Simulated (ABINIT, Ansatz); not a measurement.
# KF (Carobbiite): G0W0 with ABINIT, start to end, part 3 of 3

Wanted: ground state, empty states, screening and self-energy for KF (Carobbiite).

ABINIT 10.8.3; PBE and many-body steps on it, plane waves. Known limits of the many-body steps: not at the basis limit.

So far. Step 4 (Empty states on the mesh, 6×6×6 mesh, 708 bands): On this mesh the gap is 6.199 eV. Step 5 (Screening, 6×6×6 mesh, 700 bands, screening to 435.4 eV): Local fields lower ε∞ by 10 %.

**6. Self-energy, 6×6×6 mesh, 700 bands, screening to 435.4 eV**

The self-energy is evaluated for the states that the input lists, and the levels follow from it, in one-shot runs by the linearised quasiparticle equation.

This step: G0W0 on PBE, plane waves, norm-conserving pseudopotentials.

Input file run.abi:

```
acell 3*1.0 Angstrom
rprim 
  -0.000000000000 2.671850000000 2.671850000000
  2.671850000000 -0.000000000000 2.671850000000
  2.671850000000 2.671850000000 0.000000000000
ntypat 2
znucl 19 9
natom 2
typat 1 2
xred 
  0.000000000000 0.000000000000 0.000000000000
  0.500000000000 0.500000000000 0.500000000000
pp_dirpath "pseudos"
pseudos "K.upf, F.upf"
ecut 36
ngkpt 6 6 6
nshiftk 1
shiftk 0 0 0
kptopt 1
chksymbreak 0
istwfk *1
occopt 1
irdwfk 1
optdriver 4
nband 700
gwcalctyp 0
ecutsigx 36
symsigma 1
nkptgw 1
kptgw 
  0.0000000000 0.0000000000 0.0000000000
bdgw 
  6 12
ecuteps 16
irdscr 1
ppmodel 1
indata_prefix "in"
outdata_prefix "out"
tmpdata_prefix "tmp"
```

Launch:

```console
$ OMP_NUM_THREADS=1 mpirun -n 8 abinit run.abi > log
```

Numbers of over 12 decimals in the logs are rounded to 6 here.

What it wrote:

```text
.Version 10.8.3 of ABINIT. v10.8.2 released Aug 2026.

 Symmetries : space group Fm -3 m (#225); Bravais cF (face-center cubic)
[... echo of the input left out ...]
== DATASET  1 ==================================================================
-   mpi_nproc: 8, omp_nthreads: 1 (-1 if OMP is not activated)

--- !DatasetInfo
iteration_state: {dtset: 1, }
dimensions: {natom: 2, nkpt: 16, mband: 700, nsppol: 1, nspinor: 1, nspden: 1, mpw: 2685, }
cutoff_energies: {ecut:  36.0, pawecutdg:  -1.0, }
electrons: {nelect:   1.60000000E+01, charge:   0.00000000E+00, occopt:   1.00000000E+00, tsmear:   1.00000000E-02, }

 SIGMA: Calculation of the GW corrections

 Based on a program developped by R.W. Godby, V. Olevano, G. Onida, and L. Reining.
 Incorporated in ABINIT by V. Olevano, G.-M. Rignanese, and M. Torrent.
.Using double precision arithmetic ; gwpc =  8

[... cell and pseudopotentials left out ...]
--------------------------------------------------------------------------------

 ==== K-mesh for the wavefunctions ====
 Number of points in the irreducible wedge :    16
[... list of points left out ...]
 Together with 48 symmetry operations and time-reversal symmetry
 yields   216 points in the full Brillouin Zone.

 ==== Q-mesh for screening function ====
 Number of points in the irreducible wedge :    16
[... list of points left out ...]
 Together with 48 symmetry operations and time-reversal symmetry
 yields   216 points in the full Brillouin Zone.

 vcoul_init : cutoff-mode = AUXILIARY_FUNCTION
 q-points for optical limit:   1
     1)      0.000010    0.000020    0.000030
 setmesh: FFT mesh size selected  =    40x   40x   40
          total number of points  =        64000

 Number of electrons calculated from density =   16.0000; Expected =   16.0000
 average of density, n =  0.062152
 r_s =    1.5661
 omega_plasma =   24.0483 [eV]

 === KS Band Gaps ===
  >>>> For spin  1
   Minimum direct gap =   6.1994 [eV], located at k-point      :   0.0000  0.0000  0.0000
   Fundamental gap    =   6.1994 [eV], Top of valence bands at :   0.0000  0.0000  0.0000
                                       Bottom of conduction at :   0.0000  0.0000  0.0000
 SIGMA fundamental parameters:
 PLASMON POLE MODEL  1
 number of plane-waves for SigmaX                 2685
 number of plane-waves for SigmaC and W            749
 number of plane-waves for wavefunctions          2685
 number of bands                                   700
 number of independent spin polarizations            1
 number of spinorial components                      1
 number of k-points in IBZ                          16
 number of q-points in IBZ                          16
 number of symmetry operations                      48
 number of k-points in BZ                          216
 number of q-points in BZ                          216
 number of frequencies for dSigma/dE                 9
 frequency step for dSigma/dE [eV]                0.25
 number of omega for Sigma on real axis              0
 max omega for Sigma on real axis  [eV]           0.00
 zcut for avoiding poles [eV]                     0.10

 EPSILON^-1 parameters (SCR file):
 dimension of the eps^-1 matrix on file            749
 dimension of the eps^-1 matrix used               749
 number of plane-waves for wavefunctions          2685
 number of bands                                   700
 number of q-points in IBZ                          16
 number of frequencies                               2
 number of real frequencies                          1
 number of imag frequencies                          1

 matrix elements of self-energy operator (all in [eV])

 Perturbative Calculation

--- !SelfEnergy_ee
iteration_state: {dtset: 1, }
kpoint     : [   0.000,    0.000,    0.000, ]
spin       : 1
KS_gap     :    6.199
QP_gap     :    9.796
Delta_QP_KS:    3.596
data: !SigmaeeData |
     Band     E0 <VxcDFT>   SigX SigC(E0)      Z dSigC/dE  Sig(E)    E-E0       E
        6   0.131 -21.899 -29.568   4.336   0.801  -0.248 -24.570  -2.671  -2.540
        7   0.131 -21.899 -29.568   4.336   0.801  -0.248 -24.570  -2.671  -2.540
        8   0.131 -21.899 -29.568   4.336   0.801  -0.248 -24.570  -2.671  -2.540
        9   6.330  -7.969  -4.027  -2.910   0.897  -0.115  -7.044   0.925   7.255
       10  10.825 -10.841  -4.975  -3.348   0.889  -0.125  -8.602   2.239  13.064
       11  10.825 -10.841  -4.975  -3.348   0.889  -0.125  -8.602   2.239  13.064
       12  10.825 -10.841  -4.975  -3.348   0.889  -0.125  -8.602   2.239  13.064

== END DATASET(S) ==============================================================
================================================================================

 -outvars: echo values of variables after computation  --------
           etotal      0.0000000000E+00
            nband         700
             nkpt          16
          spgroup         225
 [... the other variables as echoed above ...]

 Calculation completed.
```

The job ended after 4.2 min (8 MPI ranks of Arm Neoverse V1, shared host; peak memory 11 GiB).

This step gave:

| Property | Result |
| --- | --- |
| G0W0 gap on the points computed | 9.795 eV |
| starting gap on the mesh | 6.199 eV |
| k of the valence top | 0, 0, 0 |
| k of the conduction bottom | 0, 0, 0 |
| Z at the valence top | 0.801 |
| Z at the conduction bottom | 0.897 |
| least direct G0W0 gap on the computed points | 9.795 eV |

The gap on the mesh goes from 6.20 eV to 9.79 eV, a correction of +3.60 eV.

Limits: finite bands, cutoff and mesh. v1 is the top filled band, c1 the lowest empty one. Levels before and after the correction, in eV, zero at the valence-band top of each column:

|  | conduction bottom | valence top |
| --- | --- | --- |
| Kohn-Sham | 6.20 | 0.00 |
| G0W0 | 9.79 | 0.00 |

|  | level | energy (eV) |
| --- | --- | --- |
| Kohn-Sham | Γ v3-v1 | 0.000 |
| Kohn-Sham | Γ c1 | 6.199 |
| Kohn-Sham | Γ c2-c4 | 10.694 |
| G0W0 | Γ v3-v1 | 0.000 |
| G0W0 | Γ c1 | 9.795 |
| G0W0 | Γ c2-c4 | 15.604 |

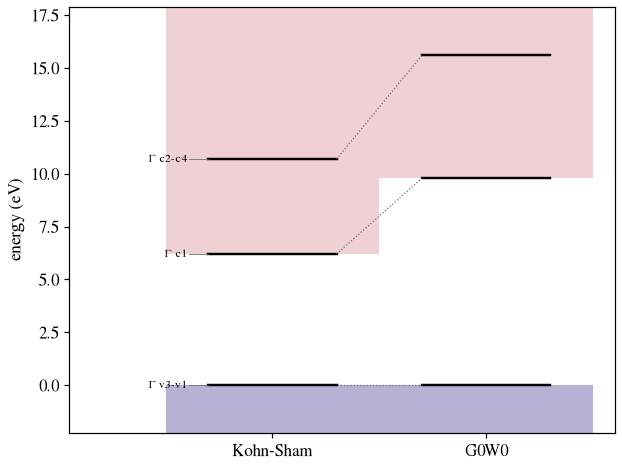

Levels before and after the correction. Shaded: valence and conduction bands.

**7. Where the time went**

Times are wall times on 8 MPI ranks of Arm Neoverse V1, shared host, good to a factor of about two.

```csv
step,time,share,memory (GiB)
ground state,5.2 s,0 %,0.54
bands along the symmetry lines,7.2 s,0 %,0.49
empty states on the mesh,37 s,2 %,3.7
screening,32 min,86 %,11
self-energy,4.2 min,11 %,11
```

**8. Summary of results**

| Property | Result |
| --- | --- |
| PBE gap | 6.20 eV, direct |
| G0W0 gap on the mesh | 9.79 eV |
| GW settings | 6×6×6 mesh, 700 bands, screening to 435.4 eV, Godby-Needs plasmon pole |
| known limits | not at the basis limit |

What this shows: G0W0 moves the gap on the mesh from 6.20 eV to 9.79 eV (+3.60 eV), with Z of 0.80 and 0.90 at the edges. Local fields lower the RPA ε∞ on this mesh from 2.11 to 1.89. Only 1 of the mesh's irreducible points was corrected, so a valley elsewhere could overtake. The dearest step here is «screening». Bands and cutoff are finite, so the gap is not at the basis limit. The miss can reach some tenths of an eV and take either sign; the mesh is an error of its own. In the G0W0 run levels were corrected at 1 k point alone, so a gap called «on the mesh» is the least over those, and an edge elsewhere would be missed.

[Paths, hosts, dates, memory and timing lines, banners, echoed tables and standing remarks are left out of the program output.]

[Logs are printed without paths, hosts, clocks, repeated set-up lines and the standing remarks that a program may print on its own settings, such as how far it seeks lower states.]

[Runs of the session that timed out or met a known fault of the program may be left out.]

[Hosts, paths, dates, database ids (printed as entryN), source tags and the programs' standing remarks are cut or masked in the printed files.]

[G0W0 gaps are taken among the corrected bands and points alone; a level outside them can change the order at an edge.]

[Where Ansatz stands beside ABINIT at settings called matched, ABINIT's density can come from a denser mesh and the files from another edition; pairs whose starting gaps differed by over 0.03 eV were left out, so agreement reads better than it is.]
